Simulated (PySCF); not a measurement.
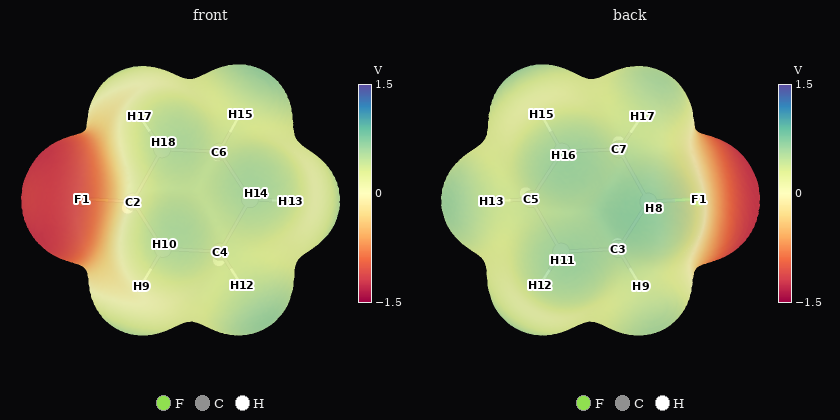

Figure 1: C$_{6}$H$_{11}$F (SMILES FC1CCCCC1). The molecular electrostatic potential painted on the density surface at 0.002 e/bohr³, seen from the front and from behind; the colour scale runs from red (negative) to blue (positive).

Geometry: PBE0-D3(BJ)/def2-SVP.

The calculation used PBE0/pcSseg-1, SCF density, gas phase, non-relativistic in PySCF 2.14.0.

```yaml
atoms:
  - { symbol: F, position_ang: [-2.3508, -1.3332, -0.3946] }
  - { symbol: C, position_ang: [-1.2362, -0.5291, -0.5299] }
  - { symbol: C, position_ang: [0.0164, -1.3815, -0.4710] }
  - { symbol: C, position_ang: [1.2714, -0.5175, -0.5557] }
  - { symbol: C, position_ang: [1.2783, 0.5611, 0.5232] }
  - { symbol: C, position_ang: [0.0073, 1.4036, 0.4709] }
  - { symbol: C, position_ang: [-1.2429, 0.5327, 0.5519] }
  - { symbol: H, position_ang: [-1.3033, -0.0429, -1.5224] }
  - { symbol: H, position_ang: [-0.0095, -2.1301, -1.2785] }
  - { symbol: H, position_ang: [0.0026, -1.9374, 0.4830] }
  - { symbol: H, position_ang: [1.3176, -0.0365, -1.5496] }
  - { symbol: H, position_ang: [2.1702, -1.1496, -0.4795] }
  - { symbol: H, position_ang: [2.1681, 1.2026, 0.4188] }
  - { symbol: H, position_ang: [1.3546, 0.0809, 1.5153] }
  - { symbol: H, position_ang: [0.0010, 2.1480, 1.2828] }
  - { symbol: H, position_ang: [-0.0086, 1.9781, -0.4730] }
  - { symbol: H, position_ang: [-2.1595, 1.1377, 0.4681] }
  - { symbol: H, position_ang: [-1.2853, 0.0194, 1.5287] }
```

Describe the electrostatic potential map.

The most negative region (about −1.2 V) lies over F1, the most positive (about +0.7 V) over H8.

What dipole moment does the calculation give?

Its dipole moment is 2.04 D.
